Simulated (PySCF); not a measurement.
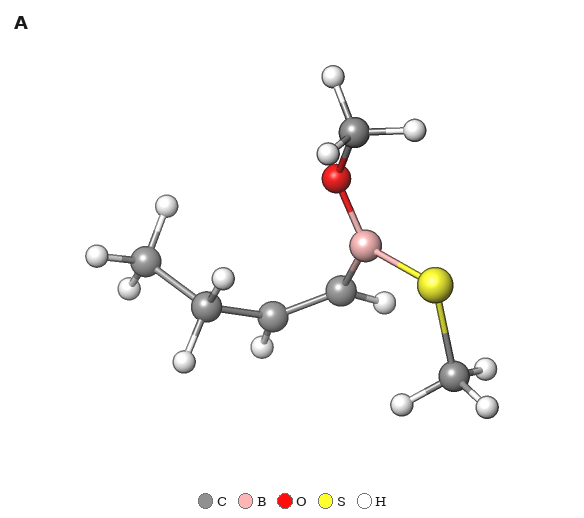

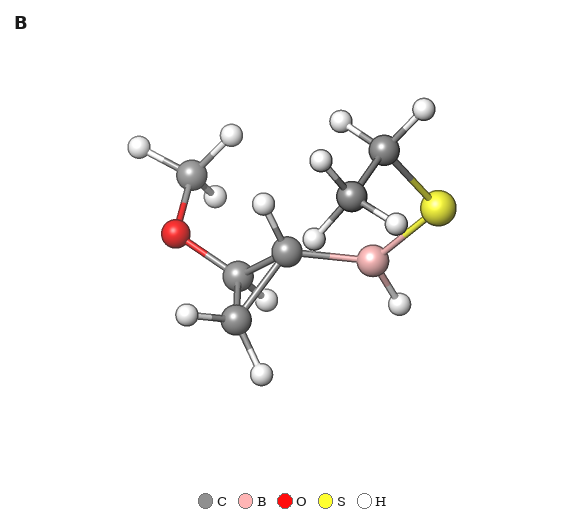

2 stationary structures of one formula. Geometries: GFN2-xTB. Electronic energies: PBE0/pcSseg-1 (PySCF 2.14.0), without zero-point energy. No frequency run is at hand to confirm each as a minimum. Each is one conformer, not always the lowest.

### Are they conformers, stereoisomers or constitutional isomers?

They are constitutional isomers of C6H13BOS: A `CC/C=C\B(OC)SC`, B `CCSB[C@@H]1C[C@H]1OC`.

### Rank them by energy, lowest first.

A is lowest; B lies 42.5 kcal/mol above it.

The geometry is semi-empirical. Around B such bond lengths and angles can be off by a tenth of an ångström or more and by several degrees, and values that hang on the shape move with them.
